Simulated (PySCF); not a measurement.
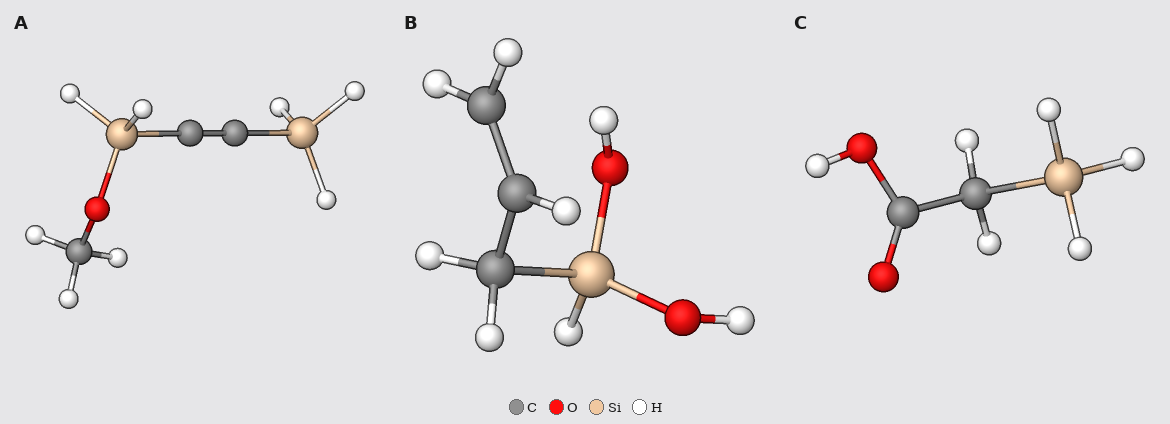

(Drawn from a calculation with PySCF.)

```xyz
14
charge 0, multiplicity 1
C    -2.3840   -0.3927    0.7758
O    -2.0420    0.7147   -0.0134
Si   -0.7325    0.7700   -1.0280
C     0.8074    0.3624   -0.1036
C     1.8215    0.0701    0.5186
Si    3.3453   -0.3554    1.4507
H    -1.5538   -0.6992    1.4375
H    -3.2437   -0.1217    1.4064
H    -2.6722   -1.2640    0.1594
H    -0.6577    2.1563   -1.5514
H    -0.8575   -0.2225   -2.1374
H     3.0532   -0.3225    2.9129
H     3.7994   -1.7224    1.0637
H     4.4130    0.6352    1.1301
```

**Which picture belongs to the input above?**

A. The file holds C3H8OSi2, `CO[SiH2]C#C[SiH3]`.
